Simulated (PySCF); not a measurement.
**H₆NPSi (SMILES N[SiH2]P): density, localisation and related maps**

Input

```
{"job": {"kind": "nmr", "xc": "PBE0", "basis": "pcSseg-1"}, "charge": 0, "multiplicity": 1}
N     -1.369051     0.724902    -0.078214
Si    -0.227766    -0.461828     0.416307
P      1.551859    -0.060759    -0.885644
H     -1.394042     1.015536    -1.042536
H     -2.296929     0.719303     0.310930
H     -0.013359    -0.240271     1.848769
H     -0.599744    -1.869889     0.200785
H      2.398574    -0.884830    -0.170044
H      1.964020     1.063830    -0.198294
```

Launched as:

```sh
OMP_NUM_THREADS=1 python probes_run.py task.json out
```

Geometry: GFN2-xTB.

Method: PySCF 2.14.0, PBE0/pcSseg-1, SCF density, gas phase, non-relativistic.

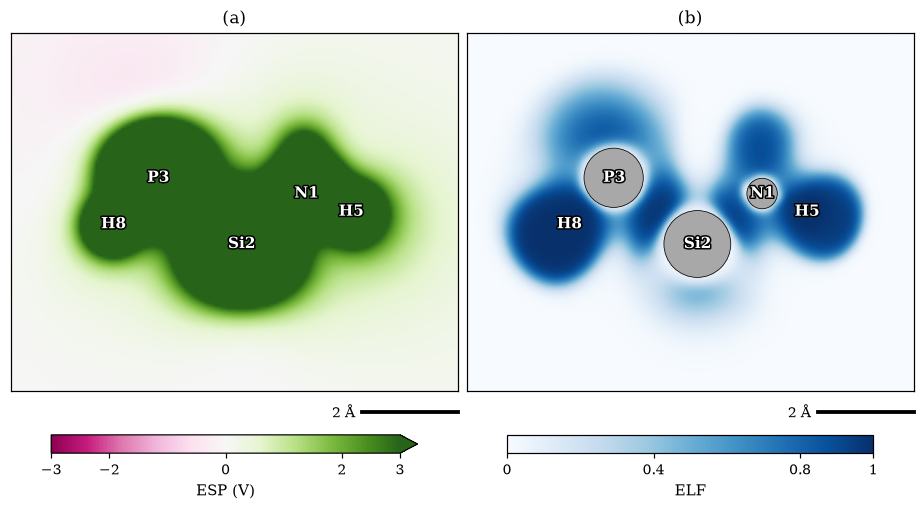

Figure 1. (a) electrostatic potential; (b) ELF on the plane of atoms Si2, N1 and H5. Grey discs cover the atomic cores in the ELF map.

Read the bonding off the picture.

Answer. The section cuts through N, Si, P and H sites. Si–N (1.72 Å): the ELF peaks at about 0.90 between the atoms, as expected for a polar covalent bond. Si–P (2.24 Å): the ELF peaks at about 0.95 between the atoms: a covalent bond. N–H (1.01 Å): the ELF climbs to about 1 towards the hydrogen, as it does in any bond to H: a covalent bond by its length. P–H (1.38 Å): the ELF climbs to about 1 towards the hydrogen. Outside the dense part of the molecule the potential is most negative (−0.4 V) near P3.

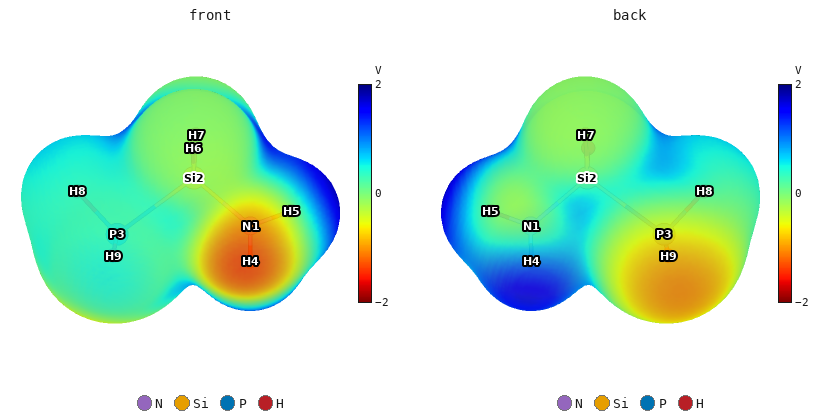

Figure 2. The electrostatic potential painted on the density surface at 0.002 e/bohr³, seen from the front and from behind; the colour scale runs from red (negative) to blue (positive).

Which sites attract a positive test charge, and which a negative one?

Answer. A positive charge is drawn to the negative regions and a negative charge to the positive ones. The most negative region (about −1.3 V) lies over N1, the most positive (about +1.7 V) over H5. N1 is the likeliest acceptor of a hydrogen bond.
